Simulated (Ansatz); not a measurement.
System: Ca$_{2}$Ge$_{2}$N.

Input

```
crystal:
  lattice:
    - [-1.7357589833, 1.7357589833, 8.3256567822]
    - [1.7357589833, -1.7357589833, 8.3256567822]
    - [1.7357589833, 1.7357589833, -8.3256567822]
  atoms:
    - { symbol: Ca, position: [0.5809252634, 0.5809252634, 0.0] }
    - { symbol: Ca, position: [0.4190747366, 0.4190747366, 0.0] }
    - { symbol: Ge, position: [0.75, 0.25, 0.5] }
    - { symbol: Ge, position: [0.25, 0.75, 0.5] }
    - { symbol: "N", position: [0.0, 0.0, 0.0] }
basis:
  ecutwfc: 420
kpoints:
  mp_grid: { grid: [16, 16, 16] }
hamiltonian:
  xc: pbe
scf:
  occupations: { method: gaussian, width: 0.1 }
output:
  forces: true
  stress: true
  eigenvalues: true
  write_density: true
  write_potential: true
  elf: true
  volumetric_format: npy
relax:
  adjacent_minimum: "off"
  f_tol: 0.01
  max_steps: 80
  cell: { stress_tol: 0.05 }
```

Command:

```sh
ansatz run input.yaml --threads 1 --pin off --max-ram 2560MiB --backend cpu --events-out ev --progress --plain --runs-dir out
```

Below, planes, directions and counts refer to the conventional cell (a = 3.47 Å, b = 3.47 Å, c = 16.64 Å, α = 90.00°, β = 90.00°, γ = 90.00°).

The fields are those of the run's last geometry, not of the input's.

Space group I4/mmm; a structure generated by program, which may or may not match a known phase; computed without spin polarisation.

The calculation used DFT PBE, scalar-relativistic, plane waves, PAW in Ansatz.

### Predict the valence pseudo-density and electron localisation function between the atoms.

Ca–Ge (3.29 Å): ρ is about 0.11 e/Å³ halfway, with its minimum of 0.09 e/Å³ about 1.4 Å from Ca; the ELF peaks at about 0.60 in the valence shell of Ge, 1.3 Å from its nucleus, and drops to about 0.05 between the two atoms: no localised pair shows between them.

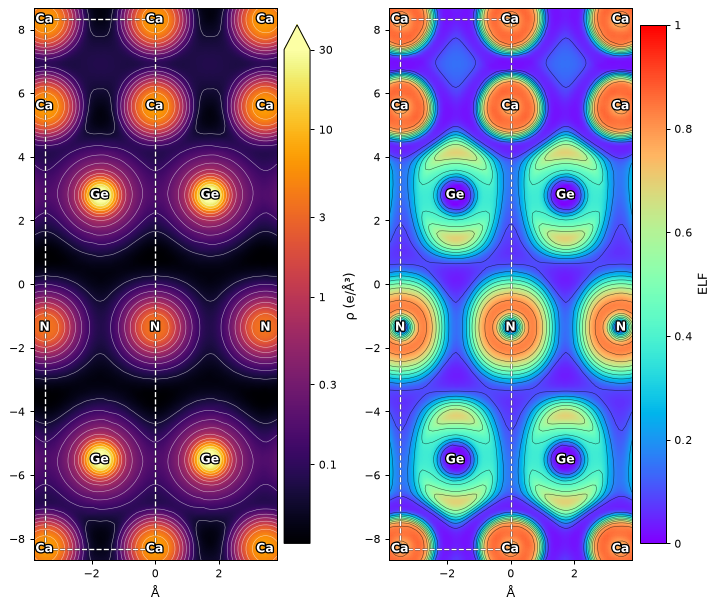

Computed valence pseudo-density and electron localisation function on the (010) plane of the conventional cell, in this order. 

Core electrons are frozen (PAW), and the valence fields are smoothed inside the atomic spheres.
